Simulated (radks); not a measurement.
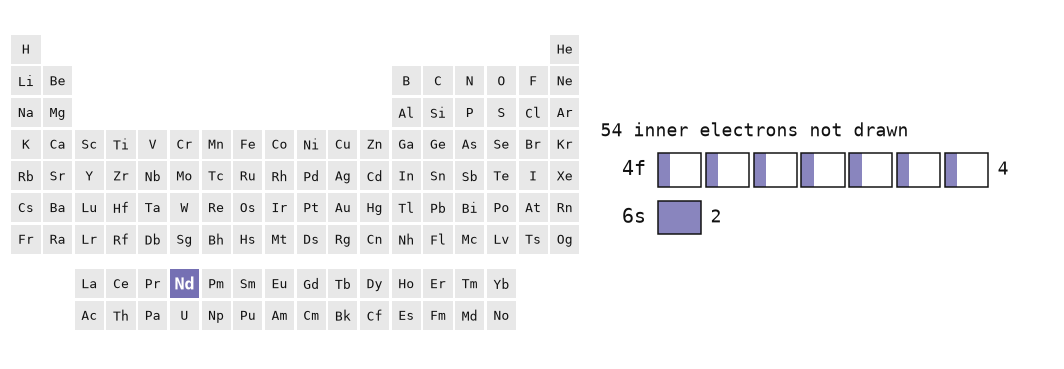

Figure 1. Left, the place of neodymium in the periodic table; right, the outer shells as the input fills them: a box for each of the 2l + 1 orbitals, shaded by the share of the shell that is filled, with the electron count at the right.

## Atomic calculation for Nd

The neutral neodymium atom in the configuration [Xe] 4f4 6s2 (4f5/2: 4). Computed at this level: Dirac Kohn-Sham, PBE, spin-unpolarised, spherical densities, point nucleus (the in-house radial solver radks).

Input file:
```
Z 60
configuration [Xe] 4f4 6s2
relativity Dirac
functional pbe,pbe
spin unpolarised
j_filling energy
nucleus point
c 137.035999084
mesh_step 0.02
max_iterations 71
```

Energies in input and log are in hartree, lengths in bohr.

Hardware: 1 thread of Arm Neoverse V1, 23 GiB of memory available, shared host.

The run was one of a batch that the task file lists, launched with:
```bash
python <driver script> task.json out
```

Log:
```
1s1/2   1   2.0000       -1593.56201033
2s1/2   1   2.0000        -257.62057478
2p1/2   1   2.0000        -243.70801279
2p3/2   1   4.0000        -224.59530892
3s1/2   1   2.0000         -55.88199994
3p1/2   1   2.0000         -49.94455796
3p3/2   1   4.0000         -46.12912013
3d3/2   1   4.0000         -35.79707696
3d5/2   1   6.0000         -34.97239010
4s1/2   1   2.0000         -11.10720699
4p1/2   1   2.0000          -8.86714185
4p3/2   1   4.0000          -8.04027298
4d3/2   1   4.0000          -4.36118588
4d5/2   1   6.0000          -4.21514839
4f5/2   1   4.0000          -0.06758925
4f7/2   1   0.0000          -0.05289190
5s1/2   1   2.0000          -1.48250112
5p1/2   1   2.0000          -0.88722027
5p3/2   1   4.0000          -0.77646040
6s1/2   1   2.0000          -0.12851067
Etot -9629.90886330201
Ekin 10386.30271711135
Encl -23530.79894635125
Eh 3737.7056354140304
Exc -223.11826947613935
err 1.3904924144358874e-09
it 15
```

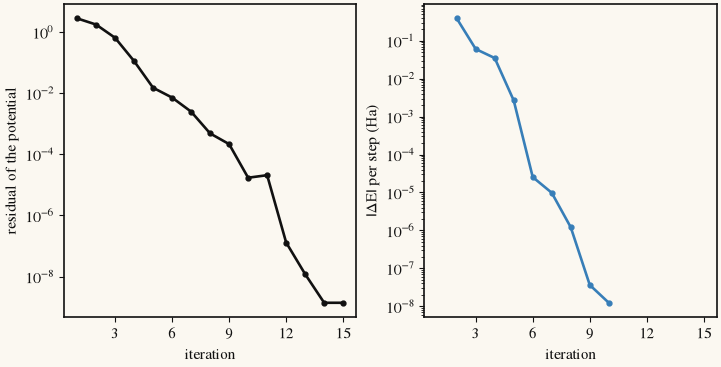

Figure 2. Convergence: residual of the potential and change of the energy from step to step (the smallest changes aren't drawn) against the iteration. The residual falls almost steadily, with no more than small rises or pauses. It goes from 2.8 to 1.4×10⁻⁹ in 15 steps.

Outcome:

- outcome: converged
- total energy: −9629.9089 hartree
- kinetic energy: 10386.3027 hartree
- electron–nucleus energy: −23530.7989 hartree
- Hartree energy: 3737.7056 hartree
- exchange–correlation energy: −223.118269 hartree
- radius at density 0.001 e/bohr³: 5.36 bohr
- SCF iterations: 15

What is odd here:

A numerical setting was moved from its usual value: mesh step h = 0.02. The program ran to the end, and its total energy equals that of the same run with the usual input (−9629.90886 hartree) within 10⁻⁵ hartree, so the oddity leaves no trace in it.
